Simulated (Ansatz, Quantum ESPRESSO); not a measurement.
# C(111), F on both faces: the gap along the path at a withheld member of a series

**Set-up.** Quantum ESPRESSO 7.5, PBE, GBRV ultrasoft. All atoms relax in a periodic cell with 16 Å of vacuum in the starting cell; runs with a sawtooth field of 0 and 0.1 V/Å and a dipole correction follow on the relaxed atoms, and bands along a path. Fermi-Dirac smearing of 0.002 Ry. The slabs take the lattice constants of the bulk relaxed by the same program. The series steps the number of bilayers.

```tsv
number of bilayers	gap along the path (eV)
2 bilayers	3.932
3 bilayers	4.315
4 bilayers	4.525
5 bilayers	4.433
6 bilayers	4.363
7 bilayers	4.314
8 bilayers	4.276
```

One more run was made and is withheld. What is the gap along the path at 10 bilayers?

By hand: The rows at 7 bilayers and 8 bilayers give a slope of (4.276 − (4.314))/(8 − (7)) = −0.038, so a straight line gives 4.200 eV. A parabola through these and the row at 6 bilayers gives 4.233 eV.

**The withheld run.** 4.224 eV. The line misses by −0.024 and the parabola by +0.009 eV. The parabola does better.

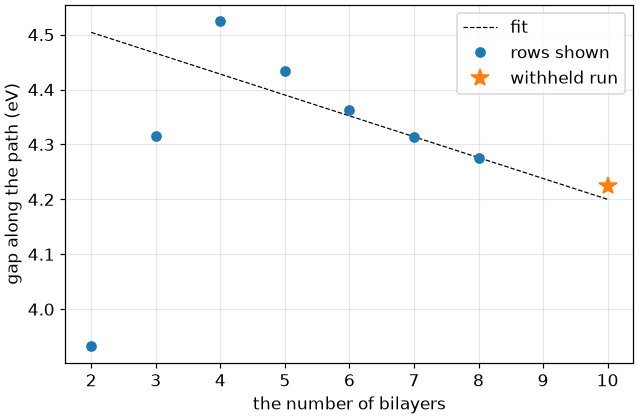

The rows shown, the fit and the withheld run.

Caveats: Semilocal gaps are too small; no spin-orbit coupling; every broken bond is capped, which crowds large atoms; the ions are held in the field.

[Logs are printed without paths, hosts, clocks, repeated set-up lines and the standing remarks that a program may print on its own settings, such as how far it seeks lower states.]
